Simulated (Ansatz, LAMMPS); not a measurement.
# Forces and charges in amorphous 63GeO2-24PbO-13Al2O3 (mol %) (115 atoms)

Wanted: forces, charges and levels of amorphous 63GeO2-24PbO-13Al2O3 (mol %) (115 atoms).

Calculated with Ansatz 0.2.0; Kohn-Sham DFT, PBE, PAW (set soft_2), plane waves.

### 1. The starting structure

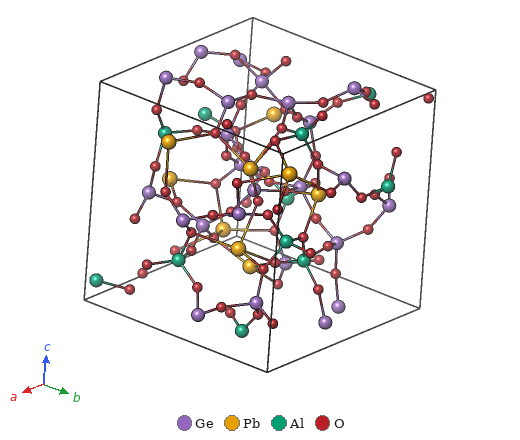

The cell as given, from a free direction (germanium purple, lead orange, aluminium teal, oxygen red). Bonds to atoms that aren't drawn are left out. Some periodic images of atoms are drawn too.

The cell holds 115 atoms: 24 Ge, 9 Pb, 10 Al and 72 O. Its edges and angles: a = 11.976 Å, b = 11.976 Å, c = 11.976 Å, α = 90.0°, β = 90.0°, γ = 90.0°. 115 atoms (24 Ge, 9 Sr, 10 Al, 72 O) placed at random at 3.86 g/cm³, melted at 5000 K for 10 ps at fixed volume with the Morse and Coulomb pair potential with partial charges (Pedone, Malavasi, Menziani, Cormack and Segre, J. Phys. Chem. B 110, 11780 (2006)). Quenched from 5000 K to 300 K at 10 K/ps and fixed volume, held 10 ps at zero pressure, then minimised at fixed cell. Then Sr was replaced by Pb and the cell scaled by 1.008 (the potential has no terms for the new elements, so the cell is a start for a DFT relaxation).

Before any run, some limits are plain. The quench rate of 10 K/ps is many orders above laboratory rates, so the cell is likely richer in defects and strain than a real sample. The starting topology of bonds comes from the classical model, and needn't be the one that DFT or experiment would give. Only the Γ point is sampled, in a cell whose shortest periodic width is 12 Å. Spin–orbit coupling is left out, which matters for the levels of the heavy elements.

### 2. How the cell was made

A classical potential makes the cell, at a small fraction of what the same run would cost in DFT.

This step: classical MD, Morse and Coulomb pair potential with partial charges (Pedone, Malavasi, Menziani, Cormack and Segre, J. Phys. Chem. B 110, 11780 (2006)) (LAMMPS 22 Jul 2025 - Update 4).

File in.lmp:

```
# melt-quench of Ge24Sr9Al10O72
units metal
atom_style charge
boundary p p p
region box block 0 11.9397 0 11.9397 0 11.9397
create_box 4 box
mass 1 72.6300   # Ge
mass 2 87.6200   # Sr
mass 3 26.9815   # Al
mass 4 15.9990   # O
create_atoms 1 random 24 562564 NULL overlap 1.5 maxtry 2000
create_atoms 2 random 9 562571 NULL overlap 1.5 maxtry 2000
create_atoms 3 random 10 562578 NULL overlap 1.5 maxtry 2000
create_atoms 4 random 72 562585 NULL overlap 1.5 maxtry 2000
pair_style hybrid/overlay pedone 5.5 coul/long 8.0
pair_coeff * * coul/long
pair_coeff 1 4 pedone 0.158118 2.294230 2.261313 5   # Ge-O
pair_coeff 2 4 pedone 0.019623 1.886000 3.328330 3   # Sr-O
pair_coeff 3 4 pedone 0.361581 1.900442 2.164818 0.9   # Al-O
pair_coeff 4 4 pedone 0.042395 1.379316 3.618701 22   # O-O
set type 1 charge 2.4
set type 2 charge 1.2
set type 3 charge 1.8
set type 4 charge -1.2
kspace_style pppm 1.0e-4
neigh_modify delay 0 every 1 check yes
thermo_style custom step time temp pe press density
thermo_modify norm yes
timestep 0.002
thermo 100
min_style cg
minimize 1e-4 1e-4 200 2000
reset_timestep 0
velocity all create 5000 562565 mom yes dist gaussian
# [... 14 lines left out ...]
thermo 1666
fix md all npt temp 300 300 0.2 iso 0 0 2
run 5000 post no
unfix md
thermo 100
min_style cg
minimize 0 1e-3 2000 20000
write_dump all custom glass.dump id type xs ys zs modify sort id
```

On the command line:

```bash
$ lmp -in in.lmp -log none -nocite
```

Numbers of over 12 decimals in the logs are rounded to 6 here.

Output:

```text
LAMMPS (22 Jul 2025 - Update 4)
Created orthogonal box = (0 0 0) to (11.9397 11.9397 11.9397)
Created 24 atoms
Created 9 atoms
Created 10 atoms
Created 72 atoms
PPPM initialization ...
  G vector (1/distance) = 0.37393042
  grid = 12 12 12
  estimated relative force accuracy = 8.4227747e-05
   Step          Time           Temp          PotEng         Press         Density
         0   0              0             -2.3138925      624661.21      3.8569526
        88   0.176          0             -14.215104      14813.23       3.8569526
Loop time of 0.105089 s on 1 MPI rank(s) for 88 steps with 115 atoms
Minimization stats:
  Stopping criterion = energy tolerance
  Energy initial, next-to-last, final =
     -2.31389251210273  -14.2139126084887  -14.2151037052492
  Force two-norm initial, final = 299.56509 2.7474507
  Iterations, force evaluations = 88 109
   Step          Time           Temp          PotEng         Press         Density
[... 12 lines left out ...]
[... 1 line left out ...]
Loop time of 4.95139 s on 1 MPI rank(s) for 5000 steps with 115 atoms
   Step          Time           Temp          PotEng         Press         Density
[... 12 lines left out ...]
Loop time of 209.926 s on 1 MPI rank(s) for 235000 steps with 115 atoms
   Step          Time           Temp          PotEng         Press         Density
[... 3 lines left out ...]
    244902   489.804        270.54424     -14.318037     -5588.5649      3.8983508
    246000   492            310.78473     -14.330133     -3767.1203      3.9146555
Loop time of 5.58037 s on 1 MPI rank(s) for 5000 steps with 115 atoms
   Step          Time           Temp          PotEng         Press         Density
    246000   492            310.78473     -14.330134     -3767.6375      3.9146555
    246019   492.038        310.78473     -14.362294     -856.003        3.9146555
Loop time of 0.0636751 s on 1 MPI rank(s) for 19 steps with 115 atoms
Minimization stats:
  Stopping criterion = linesearch alpha is zero
  Energy initial, next-to-last, final =
     -14.3301340404939  -14.3622942220429  -14.3622942220429
  Force two-norm initial, final = 13.291463 0.48899923
  Iterations, force evaluations = 19 71
```

The job ended after 3.7 min (1 thread of Intel Xeon Platinum 8259CL at 2.50GHz (Skylake/Cascade Lake), shared host; peak memory 0.07 GiB).

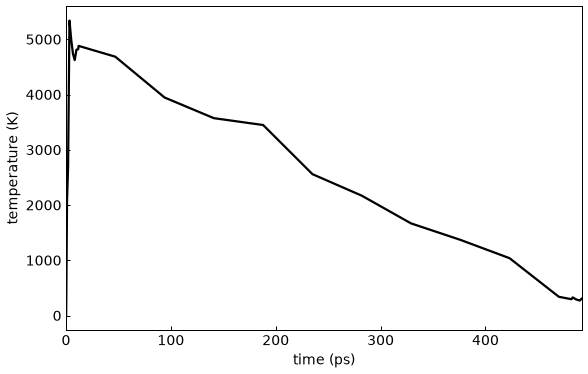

Temperature against time.

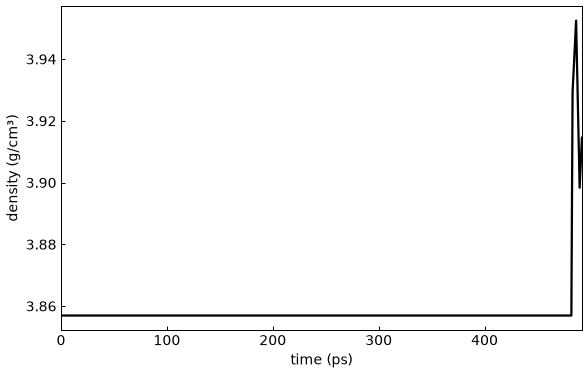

Density, plotted against time.

### 3. Plane-wave single point

The electrons are solved once, with the atoms held.

File input.yaml:

```yaml
crystal:
  lattice:
    - [11.97579, 0.0, 0.0]
    - [0.0, 11.97579, 0.0]
    - [0.0, 0.0, 11.97579]
  atoms:
    - { symbol: Ge, position: [0.02019, 0.12398, 0.33504] }
    - { symbol: Ge, position: [0.64958, 0.41244, 0.94011] }
    - { symbol: Ge, position: [0.2174, 0.24396, 0.85256] }
    - { symbol: Ge, position: [0.2506, 0.73078, 0.28285] }
    - { symbol: Ge, position: [0.96651, 0.58427, 0.11512] }
    - { symbol: Ge, position: [0.86041, 0.80505, 0.21221] }
    - { symbol: Ge, position: [0.51161, 0.47642, 0.51823] }
    - { symbol: Ge, position: [0.1069, 0.88156, 0.46298] }
    - { symbol: Ge, position: [0.7643, 0.11699, 0.4616] }
    - { symbol: Ge, position: [0.56365, 0.9463, 0.08283] }
    - { symbol: Ge, position: [0.92045, 0.7251, 0.61108] }
    - { symbol: Ge, position: [0.59908, 0.28573, 0.31857] }
    - { symbol: Ge, position: [0.27605, 0.21046, 0.47931] }
    - { symbol: Ge, position: [0.08274, 0.0145, 0.83498] }
    - { symbol: Ge, position: [0.4587, 0.27322, 0.69012] }
    - { symbol: Ge, position: [0.23764, 0.50511, 0.46053] }
    - { symbol: Ge, position: [0.17882, 0.48442, 0.73381] }
    - { symbol: Ge, position: [0.51546, 0.95508, 0.72985] }
    - { symbol: Ge, position: [0.95607, 0.45948, 0.5032] }
    - { symbol: Ge, position: [0.40302, 0.5395, 0.90687] }
    - { symbol: Ge, position: [0.24098, 0.75662, 0.99783] }
    - { symbol: Ge, position: [0.20108, 0.42737, 0.07556] }
    - { symbol: Ge, position: [0.74993, 0.1525, 0.99472] }
    - { symbol: Ge, position: [0.34984, 0.01438, 0.95044] }
    - { symbol: Pb, position: [0.72264, 0.58126, 0.34537] }
    - { symbol: Pb, position: [0.49666, 0.47321, 0.16319] }
    - { symbol: Pb, position: [0.00822, 0.15725, 0.61112] }
    - { symbol: Pb, position: [0.30577, 0.16558, 0.1738] }
    - { symbol: Pb, position: [0.41881, 0.74624, 0.56043] }
    - { symbol: Pb, position: [0.81564, 0.8975, 0.81969] }
    - { symbol: Pb, position: [0.70042, 0.59643, 0.711] }
    - { symbol: Pb, position: [0.93634, 0.33724, 0.8165] }
    - { symbol: Pb, position: [0.49219, 0.0094, 0.40856] }
    - { symbol: Al, position: [0.00602, 0.65301, 0.86806] }
    - { symbol: Al, position: [0.7529, 0.65515, 0.00358] }
    - { symbol: Al, position: [0.11566, 0.34499, 0.32048] }
    - { symbol: Al, position: [0.2712, 0.99729, 0.63724] }
    - { symbol: Al, position: [0.97676, 0.03874, 0.09609] }
    - { symbol: Al, position: [0.85741, 0.37374, 0.26499] }
    - { symbol: Al, position: [0.72554, 0.83462, 0.46326] }
    - { symbol: Al, position: [0.55674, 0.74458, 0.87605] }
    - { symbol: Al, position: [0.70616, 0.13378, 0.72263] }
    - { symbol: Al, position: [0.52523, 0.77854, 0.29923] }
    - { symbol: O, position: [0.73721, 0.97766, 0.46092] }
    - { symbol: O, position: [0.96424, 0.36186, 0.60442] }
    - { symbol: O, position: [0.78268, 0.15558, 0.5998] }
    - { symbol: O, position: [0.87684, 0.14203, 0.05899] }
    - { symbol: O, position: [0.37895, 0.78575, 0.3252] }
    - { symbol: O, position: [0.98582, 0.98127, 0.73466] }
    - { symbol: O, position: [0.70985, 0.72454, 0.88384] }
    - { symbol: O, position: [0.8764, 0.49919, 0.18727] }
    - { symbol: O, position: [0.08824, 0.51629, 0.08768] }
    - { symbol: O, position: [0.60949, 0.57836, 0.52985] }
    - { symbol: O, position: [0.67994, 0.53013, 0.02363] }
    - { symbol: O, position: [0.65155, 0.99487, 0.71841] }
    - { symbol: O, position: [0.54804, 0.83789, 0.98825] }
    - { symbol: O, position: [0.04633, 0.00593, 0.42315] }
    - { symbol: O, position: [0.76923, 0.74742, 0.1136] }
    - { symbol: O, position: [0.24175, 0.72908, 0.14016] }
    - { symbol: O, position: [0.1534, 0.81548, 0.34509] }
    - { symbol: O, position: [0.42125, 0.97792, 0.62287] }
    - { symbol: O, position: [0.88354, 0.1468, 0.38585] }
    - { symbol: O, position: [0.22268, 0.89123, 0.54979] }
    - { symbol: O, position: [0.52255, 0.6074, 0.84721] }
    - { symbol: O, position: [0.38298, 0.53893, 0.49668] }
    - { symbol: O, position: [0.66776, 0.03883, 0.03762] }
    - { symbol: O, position: [0.55559, 0.39621, 0.40476] }
    - { symbol: O, position: [0.6442, 0.17592, 0.40216] }
    - { symbol: O, position: [0.50049, 0.40546, 0.64386] }
    - { symbol: O, position: [0.49509, 0.26768, 0.22507] }
    - { symbol: O, position: [0.5648, 0.89738, 0.21788] }
    - { symbol: O, position: [0.85339, 0.42767, 0.40772] }
    - { symbol: O, position: [0.35448, 0.24897, 0.78693] }
    - { symbol: O, position: [0.27425, 0.89587, 0.98015] }
    - { symbol: O, position: [0.43805, 0.02216, 0.06888] }
    - { symbol: O, position: [0.68831, 0.28341, 0.99664] }
    - { symbol: O, position: [0.30274, 0.51234, 0.80284] }
    - { symbol: O, position: [0.18206, 0.33636, 0.96549] }
    [... 31 atom lines left out ...]
    - { symbol: O, position: [0.73974, 0.42836, 0.8295] }
    - { symbol: O, position: [0.5517, 0.648, 0.25373] }
    - { symbol: O, position: [0.1693, 0.34214, 0.74169] }
    - { symbol: O, position: [0.52092, 0.81242, 0.74904] }
    - { symbol: O, position: [0.5802, 0.20459, 0.72195] }
    - { symbol: O, position: [0.98583, 0.309, 0.26021] }
kpoints:
  mp_grid: { grid: [1, 1, 1] }
hamiltonian:
  xc: pbe
scf:
  occupations: { method: fermi_dirac, width: 0.025 }
output:
  forces: true
  stress: true
  populations: true
  dos:
    method: { smearing: { sigma: 0.08 } }
    de: 0.1
    projected: { site_lists: { Al: [Al], Ge: [Ge], O: [O], Pb: [Pb] } }
  eigenvalues: true
  write_density: true
  write_potential: true
  volumetric_format: npy
```

On the command line:

```bash
$ ansatz run input.yaml --threads 8 --pin off --max-ram 15872MiB --backend cpu --events-out ev --progress --plain --runs-dir out
```

Output:

```text
Engine: ansatz 0.2.0, x86_64-unknown-linux-gnu
Pseudopotentials: kind: paw
Pseudopotential: Ge, paw, valence charge 14, recommended cutoff 420 eV (normal), Ge.paw.azcp
Pseudopotential: Pb, paw, valence charge 14, recommended cutoff 420 eV (normal), Pb.paw.azcp
Pseudopotential: Al, paw, valence charge 3, recommended cutoff 420 eV (normal), Al.paw.azcp
Pseudopotential: O, paw, valence charge 6, recommended cutoff 420 eV (normal), O.paw.azcp
[... 5 lines on functional and potentials left out ...]
Crystal: 115 atoms, lattice volume = 1717.562 Å³
Basis set: ecut = 420 eV, 33401 PW (Γ), exchange–correlation on 162×162×162 points (8 copies of the dense FFT grid, shifted against one another)
Bands: 577, of which v1, the nominal top of the filled ones, is band 462 counted from 1 (461 counted from 0)
Symmetry: 1 space group operations
Space group: P1 (ITA 1), of the structure as read, at distance tolerance 1.2e-4 Å
k-points: 1
[... 9 lines on functional and potentials left out ...]
Initial density: superposition of atomic densities (neutral atoms: chi_scale 0, normalization atom), corrected by the library's trained network
Initial wavefunctions: pseudopotential atomic-orbital guess
Functional: x = pbe(κ = 0.804, μ = 0.219515), c = pbe(β = 0.066725)
SCF iter   1: F=—  HF=-256486.162406 eV  |F-HF|=—  |Δ(HF+E_count)|=         —  Δρ=2.43e-3  dr2=1.04e-1  ethr=1.77e-3  ⟨swp⟩=6.0  Hψ=2345  notcnv=0  defer=19
preconditioner: auto → Resta (q_TF=auto, 2.460 Å⁻¹)  ε∞=3.0  [insulator: Δε(μ)=2.519 eV  Ē_g=19.096 eV  σ=0.025 eV  W_gap=1.00  n_scr=436 (ndim 8)  ℏωp=27.2 eV  f_vac=0.156  D(μ)=0.00/eV (n_scr^D=0)  ε∞_Penn≈3.0]
SCF iter   2: F=—  HF=-256486.174047 eV  |F-HF|=—  |Δ(HF+E_count)|=   1.16e-2  Δρ=1.30e-3  dr2=2.17e-2  ethr=1.13e-5  ⟨swp⟩=2.0  Hψ=1012  notcnv=0  defer=109
SCF iter   3: F=—  HF=-256486.177650 eV  |F-HF|=—  |Δ(HF+E_count)|=   3.60e-3  Δρ=5.87e-4  dr2=6.73e-3  ethr=2.34e-6  ⟨swp⟩=2.0  Hψ=790  notcnv=0  defer=109
SCF iter   4: F=—  HF=-256486.178701 eV  |F-HF|=—  |Δ(HF+E_count)|=   1.05e-3  Δρ=1.87e-4  dr2=6.53e-4  ethr=7.29e-7  ⟨swp⟩=2.0  Hψ=751  notcnv=0  defer=109
SCF iter   5: F=—  HF=-256486.178784 eV  |F-HF|=—  |Δ(HF+E_count)|=   8.39e-5  Δρ=1.15e-4  dr2=2.23e-4  ethr=7.07e-8  ⟨swp⟩=2.0  Hψ=789  notcnv=0  defer=109
SCF iter   6: F=—  HF=-256486.178798 eV  |F-HF|=—  |Δ(HF+E_count)|=   1.34e-5  Δρ=3.38e-5  dr2=2.05e-5  ethr=2.41e-8  ⟨swp⟩=2.0  Hψ=761  notcnv=0  defer=109
SCF iter   7: F=—  HF=-256486.182387 eV  |F-HF|=—  |Δ(HF+E_count)|=   3.59e-3  Δρ=2.07e-5  dr2=6.76e-6  ethr=2.22e-9  ⟨swp⟩=2.0  Hψ=1037  notcnv=0  defer=109
SCF iter   8: F=—  HF=-256486.182388 eV  |F-HF|=—  |Δ(HF+E_count)|=   1.07e-6  Δρ=7.13e-6  dr2=8.78e-7  ethr=7.31e-10  ⟨swp⟩=2.0  Hψ=763  notcnv=0  defer=109
SCF iter   9: F=—  HF=-256486.182389 eV  |F-HF|=—  |Δ(HF+E_count)|=   8.29e-7  Δρ=3.87e-6  dr2=2.48e-7  ethr=9.50e-11  ⟨swp⟩=2.0  Hψ=921  notcnv=0  defer=109
SCF iter  10: F=-256486.182389 eV  HF=-256486.182389 eV  |F-HF|=2.10e-8  |Δ(HF+E_count)|=   6.51e-8  Δρ=1.30e-6  dr2=2.90e-8  ethr=1.08e-11  ⟨swp⟩=16.0  Hψ=4941  notcnv=0
SCF 1 converged in 10 iterations: F = -256486.182389 eV  dr2 = 2.90e-8
  greatest PAW one-centre occupation: 0.999 electrons in one spin orbital (limit 2), on the Ge atom at site 2 (counted from 0), in its partial waves of l = 2
SCF converged after 10 iterations
Free energy (F): -256486.182389 eV
Harris-Foulkes:  -256486.182389 eV  (|F-HF|=2.10e-8)
Internal energy: -256486.182389 eV  (E = F + TS)
E sigma→0 (E₀):  -256486.182389 eV
Fermi energy:    6.182687 eV
--- Per-component energies (eV) ---
  E_band       = -6681.406460
  E_kinetic    = 18179.845735
  E_local      = -117469.474422  (includes V_loc(G=0)·N_el)
  E_nonlocal   = 16954.011614
  E_hartree    = 49406.798616
  E_xc         = -9485.541714
  E_vxc        = -9781.527963  (∫ρ·V_xc dr)
  E_paw        = -158348.183148  (= ΣΔE_a)
  E_vpaw       = -13378.039434  (= ΣTr[D̂ρ^β])
  E_aug_tail   = 0.187136  (compensation charges beyond the density's cutoff)
  E_ewald      = -55723.826207
  E_smearing   = -0.000000  (= −TS)
  E_closure    = 0.000000  (closes the sum)
  Σ components = -256486.182389   (vs F -256486.182389, Δ=0.00e0)
--- Forces (eV/Å), atoms counted from 1 ---
  atom   1  Ge    -0.19334706     0.05261851    -0.53029396
  atom   2  Ge     0.46226569     0.44986645    -0.22425900
  atom   3  Ge     1.20029513     0.42586162    -0.63485506
  atom   4  Ge     0.35456702     0.08633671     0.41378752
  atom   5  Ge    -0.65568432     0.02696473     0.94639969
  atom   6  Ge    -0.08284014    -0.35166945    -1.55322409
  atom   7  Ge    -0.65643386    -1.99663866     0.13885944
  atom   8  Ge     0.79924745     0.14801039     0.09993577
  atom   9  Ge     0.44205619    -0.33591505    -0.05802367
  atom  10  Ge     0.10969142    -0.69994166    -1.42811625
  atom  11  Ge     1.03315803    -0.59092421    -0.72333095
  atom  12  Ge     0.73714893     0.51982010     0.13030880
  atom  13  Ge     0.49450959     0.53252233     1.45574765
  atom  14  Ge     0.86199378    -0.72397287     0.27006480
[...]
atom 114  O      0.30904925    -0.05544482     0.33401963
  atom 115  O      0.30223250    -0.88606362    -0.17082041
  max |Σ_I F_I| component: 1.52e-4 eV/Å
--- Stress (GPa, compression-positive) ---
        2.679141      -0.096445       0.963608
       -0.096444       5.412642       0.765644
        0.963612       0.765645       2.633157
  P = ⅓ Tr σ = 3.5750 GPa (35.750 kbar)
--- Band table (eV) ---
  k-point 0: bands = ["-19.7407", "-19.7034", "-19.6633", "-19.6047", [... 561 levels ...], "14.2861", "14.3514", "14.3894", "14.4366", "14.4601", "14.5098", "14.5799", "14.5937", "14.6415", "14.6486", "14.6982", "14.7232"]
--- Löwdin populations: 115 sites ---
  site symbol       q [e]
     0     Ge     12.4239
     1     Ge     12.4498
     2     Ge     12.4448
[...]
114      O      6.8723
  spilling = 0.005182 (of n_electrons = 924.000000)
```

Elapsed: 40 s, on 8 threads of Intel Xeon Platinum 8259CL at 2.50GHz (Skylake/Cascade Lake), shared host; peak memory 2.9 GiB; 4.2 min of CPU time.

Reading the cycles: dr2 is the Hartree energy of the density residual (eV), the measure of convergence; HF is the Harris–Foulkes estimate of the energy, which meets the free energy F at convergence.

Numbers from this run:

| Item | Value |
| --- | --- |
| free energy | -256486.1824 eV |
| free energy per atom | -2230.3146 eV/atom |
| SCF cycles | 10 |
| pressure | 3.575 GPa |
| r.m.s. force component | 0.7652 eV/Å |
| longest force | 2.8 eV/Å |
| Fermi energy | 6.183 eV |
| gap (highest filled to lowest empty level) | 2.441 eV |
| spilling of the projection | 0.005182 |

Length of the force by element:

| element | coordination | atoms | mean length of the force (eV/Å) | spread | least | most |
| --- | --- | --- | --- | --- | --- | --- |
| Al | all | 10 | 1.30 | 0.210 | 0.994 | 1.66 |
| Ge | all | 24 | 1.12 | 0.455 | 0.241 | 2.11 |
| O | all | 72 | 1.32 | 0.510 | 0.0995 | 2.80 |
| Pb | all | 9 | 0.823 | 0.238 | 0.483 | 1.20 |

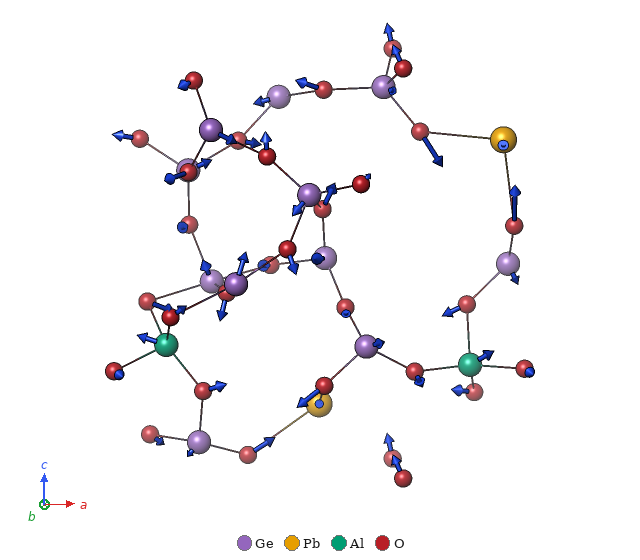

Forces as arrows; the longest in the cell is 2.80 eV/Å. Drawn is a slice 4 Å thick, seen along the normal of the ac plane. Bonds to atoms that aren't drawn are left out.

Löwdin charges by element (they lack the spilled electrons, 0.042 e an atom on average):

| element | coordination | atoms | mean charge (e) | spread | least | most |
| --- | --- | --- | --- | --- | --- | --- |
| Al | all | 10 | 1.30 | 0.0264 | 1.25 | 1.35 |
| Ge | all | 24 | 1.59 | 0.0299 | 1.53 | 1.64 |
| O | all | 72 | -0.784 | 0.0295 | -0.872 | -0.730 |
| Pb | all | 9 | 1.12 | 0.0245 | 1.08 | 1.16 |

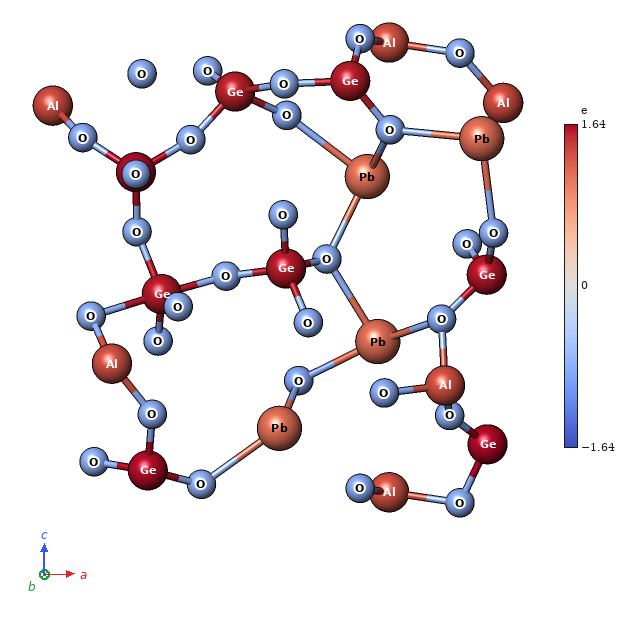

Atoms coloured by Löwdin charge. Drawn is a slice 4 Å thick, seen along the normal of the ac plane. Bonds to atoms that aren't drawn are left out.

[end of part 1 of 2]

[Logs are printed without paths, hosts, clocks, repeated set-up lines and the standing remarks that a program may print on its own settings, such as how far it seeks lower states.]

[Hosts, paths, dates, database ids (printed as entryN), source tags and the programs' standing remarks are cut or masked in the printed files.]
